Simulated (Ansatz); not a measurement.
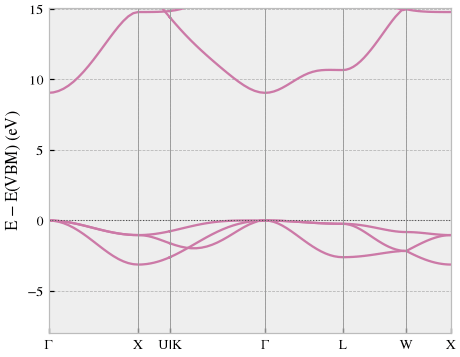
Figure: Band structure from the program Ansatz at the PBEsol level (PAW)

Task: Read off the gap and where the band edges lie.

Result: About 9.0 eV (9.05 eV by a search for the band edges); maximum on the K–Γ line, 83 % of the way from K, minimum at Γ.

The material is LiF (rock salt, Fm-3m).

Symmetry was held in the PBEsol relaxation.

Potentials: the later of the program's two PAW sets.
